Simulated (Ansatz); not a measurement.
# C$_{10}$H$_{22}$O (SMILES CCCCCCCCCCO): what the fields show

Input

```
crystal:
  periodic: [false, false, false]
  atoms:
    - {symbol: C, position_ang: [0.136880, -0.113841, 3.344371]}
    - {symbol: C, position_ang: [-0.558537, 1.185331, 2.969573]}
    - {symbol: C, position_ang: [-0.881465, 1.303659, 1.485568]}
    - {symbol: C, position_ang: [-1.928633, 0.313649, 0.997966]}
    - {symbol: C, position_ang: [-2.297298, 0.475472, -0.472768]}
    - {symbol: C, position_ang: [-1.144720, 0.279059, -1.451298]}
    - {symbol: C, position_ang: [-0.518832, -1.105710, -1.394123]}
    - {symbol: C, position_ang: [0.578213, -1.334504, -2.428606]}
    - {symbol: C, position_ang: [1.779819, -0.403493, -2.310265]}
    - {symbol: C, position_ang: [2.503162, -0.509375, -0.981860]}
    - {symbol: O, position_ang: [3.619696, 0.350833, -0.893711]}
    - {symbol: H, position_ang: [1.064102, -0.237535, 2.776509]}
    - {symbol: H, position_ang: [0.395176, -0.133284, 4.405631]}
    - {symbol: H, position_ang: [-0.491779, -0.984996, 3.145992]}
    - {symbol: H, position_ang: [0.078502, 2.026796, 3.260741]}
    - {symbol: H, position_ang: [-1.483064, 1.288857, 3.550086]}
    - {symbol: H, position_ang: [0.046867, 1.180989, 0.915342]}
    - {symbol: H, position_ang: [-1.233005, 2.320128, 1.271889]}
    - {symbol: H, position_ang: [-1.588060, -0.710590, 1.178971]}
    - {symbol: H, position_ang: [-2.835417, 0.435876, 1.602090]}
    - {symbol: H, position_ang: [-3.095776, -0.234625, -0.718011]}
    - {symbol: H, position_ang: [-2.721605, 1.474931, -0.623605]}
    - {symbol: H, position_ang: [-0.380848, 1.042054, -1.271187]}
    - {symbol: H, position_ang: [-1.510603, 0.460001, -2.469001]}
    - {symbol: H, position_ang: [-0.121269, -1.293711, -0.391544]}
    - {symbol: H, position_ang: [-1.304226, -1.855656, -1.545049]}
    - {symbol: H, position_ang: [0.150118, -1.228543, -3.431594]}
    - {symbol: H, position_ang: [0.923858, -2.372186, -2.354967]}
    - {symbol: H, position_ang: [2.489069, -0.642042, -3.113280]}
    - {symbol: H, position_ang: [1.482062, 0.637968, -2.464957]}
    - {symbol: H, position_ang: [1.845640, -0.215280, -0.160556]}
    - {symbol: H, position_ang: [2.795360, -1.555032, -0.799781]}
    - {symbol: H, position_ang: [4.206621, 0.154775, -1.628546]}
basis:
  gaussian: {orbitals: def2-TZVPP}
hamiltonian: {xc: pbe0, dispersion: d4}
output: {orbitals: {seedname: orbitals}}
```

Run with:

```sh
ansatz run in.yaml --threads 10 --pin off --events-out ev --progress --plain --max-ram 110592MiB --backend cuda --devices 0, --max-vram 75GiB
```

Geometry: PBE0-D4/def2-TZVP.

Computed with RKS PBE0-D4/def2-TZVPP (Ansatz 0.2.0).

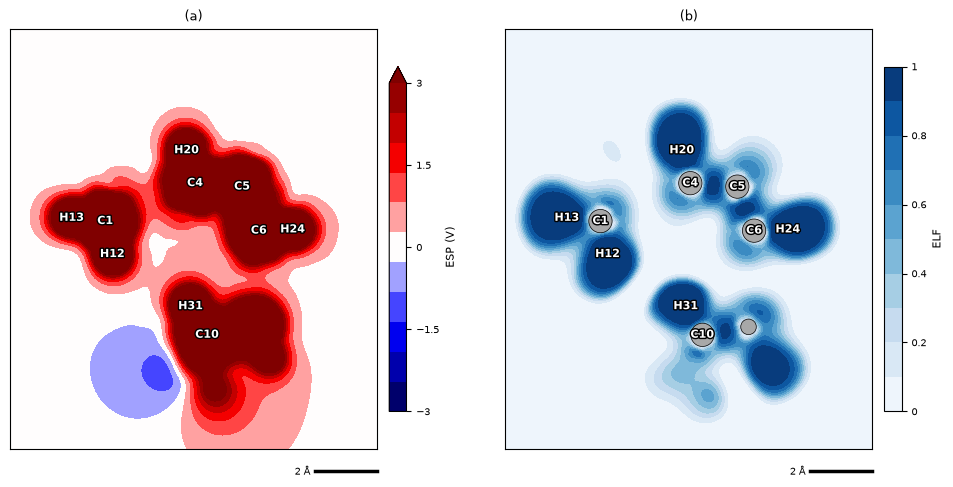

Figure 1. (a) molecular electrostatic potential; (b) electron localisation function on the plane of atoms C5, C4 and H20. Grey discs cover the atomic cores in the ELF map.

### Describe what can be read from this map.

The section cuts through C and H sites. C–C (1.52 Å): the ELF peaks at about 0.95 between the atoms; a covalent bond. C–H (1.09 Å): the ELF climbs to about 1 towards the hydrogen, as it does in any bond to H (an ordinary covalent bond to hydrogen). Outside the dense part of the molecule the potential is most negative (−1.1 V) near O11, which lies off the plane.

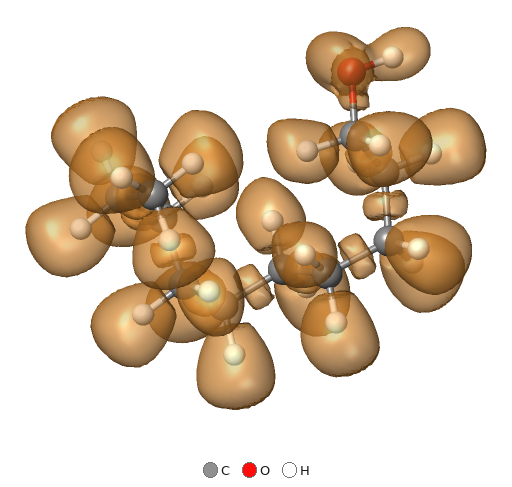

Figure 2. Isosurface of the ELF at 0.75 (orange), seen at a tilt. Core shells and regions of very low density are left out.

### What do the ELF domains correspond to?

The ELF exceeds this value in nine regions between bonded C–C atoms (shared pairs), 21 regions around hydrogen nuclei and one joined region spread over several atoms (H, O), in which their bonds and any lone pairs are merged. Profiles from the grid: C–O (1.41 Å): the ELF peaks at about 0.90 between the atoms; a polar covalent bond.

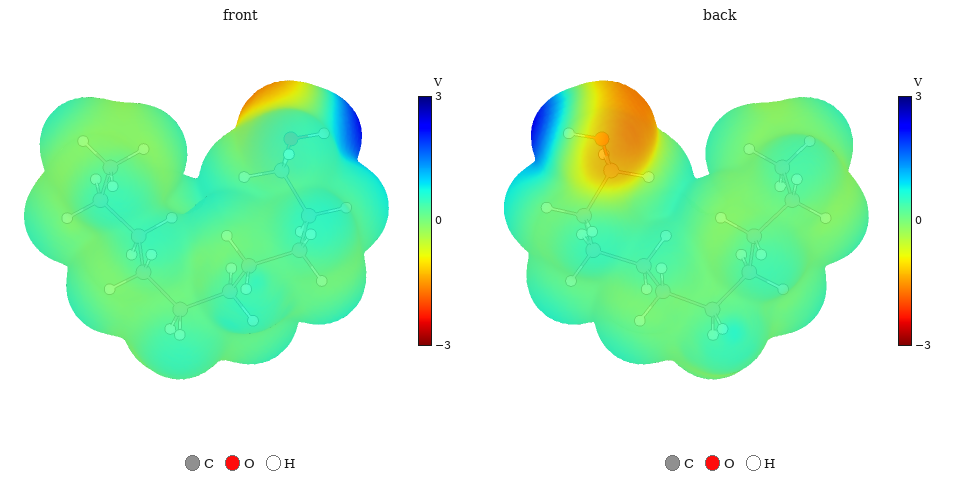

Figure 3. The molecular electrostatic potential painted on the density surface at 0.002 e/bohr³, seen from the front and from behind; the colour scale runs from red (negative) to blue (positive).

### Where is the surface potential most negative and most positive?

The most negative region (about −1.6 V) lies over O11, the most positive (about +2.1 V) over H33. O11 is the likeliest acceptor of a hydrogen bond.
